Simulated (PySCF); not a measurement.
CCl₂, SMILES `Cl[C]Cl`.

Computed with PySCF, B3LYP/6-31+G*, geometry: GFN2-xTB. No frequency check shows the geometry to be a minimum. GFN2-xTB bond lengths at metals and heavier atoms can be off by up to 0.1 Å and shapes distorted, which carries into these values.

Input script:

```python
import numpy as np
from pyscf import gto, scf, dft, lo
from pyscf.data.elements import chemcore

def solve(mol, dm0=None, hcore=None):
    mf = (dft.UKS if mol.spin else dft.RKS)(mol, xc='b3lyp')
    mf.grids.level = 3
    mf = mf.density_fit(auxbasis='def2-universal-jkfit')
    mf.conv_tol, mf.max_cycle = 1e-8, 80
    if hcore is not None:
        mf.get_hcore = lambda *args: hcore
    mf.kernel(dm0)
    if not mf.converged:
        mf = mf.newton().run(mf.mo_coeff, mf.mo_occ, max_cycle=30)
    assert mf.converged, 'SCF not converged'
    return mf

mol = gto.M(atom='''
Cl     1.39378     0.13861     0.00000
C     -0.00010    -0.78551     0.00000
Cl    -1.39375     0.13863     0.00000
''', basis='6-31+g*', charge=0, spin=0, verbose=4)
mf = solve(mol)
occ_all = mf.mo_coeff[:, mf.mo_occ > 0]
occ = occ_all[:, chemcore(mol):]
loc = lo.ibo.ibo(mol, occ, iaos=lo.iao.iao(mol, occ_all))
fock, s = mf.get_fock(), mf.get_ovlp()
ortho = lo.orth_ao(mol, 'meta_lowdin')
ortho = lo.vec_lowdin(lo.iao.iao(mol, occ_all), s)
labels = lo.iao.reference_mol(mol).ao_labels(fmt=None)
vir = lo.vvo.livvo(mol, occ_all, mf.mo_coeff[:, mf.mo_occ == 0])
both = np.hstack([loc, vir])
p = (ortho.T @ s @ both) ** 2
pop = np.array([p[[l[0] == a for l in labels]].sum(0) for a in range(mol.natm)])
spd = np.array([[p[[l[0] == a and l[2][-1] == k for l in labels]].sum(0) for k in 'spd'] for a in range(mol.natm)])
eps = np.einsum('pi,pq,qi->i', both, fock, both)
for i in np.argsort(eps):
    top = np.argsort(-pop[:, i])[:3]
    print('%3d %s %9.4f Eh ' % (i + 1, 'occ' if i < loc.shape[1] else 'vir', eps[i]), '  '.join('%s%d %.3f' % (mol.atom_symbol(a), a + 1, pop[a, i]) for a in top))
np.savez('result.npz', c=both, nocc=loc.shape[1], pop=pop, spd=spd, eps=eps, e=mf.e_tot)
```

Command:

```sh
OMP_NUM_THREADS=1 python input.py
```

The run took 2.6 s on 1 thread of Intel(R) Xeon(R) Platinum 8488C (Sapphire Rapids), with other jobs on the host, peak memory 0.25 GiB.

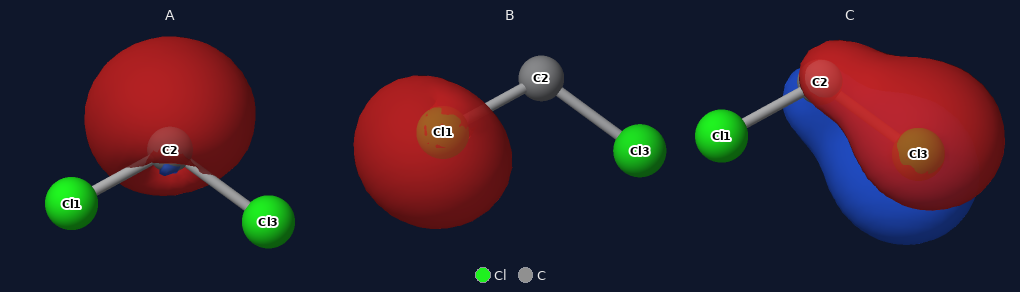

Intrinsic bond orbitals (IBO), occupied; each surface holds about 85 % of the orbital's density. Energies are diagonal elements of the Fock matrix.

**Identify each orbital.**

By panel:
- A: lone pair on C2 (sp0.5-type) (C2 100 %; −10.3 eV)
- B: lone pair on Cl1 (s-type) (Cl1 100 %; −19.4 eV)
- C: lone pair on Cl3, partly donated to C2 (Cl3 87 %, C2 13 %; −10.9 eV)

**How do all the valence pairs divide up?**

9 pairs: 5 lone pairs, 2 σ bonds and 2 strongly polarised pairs.
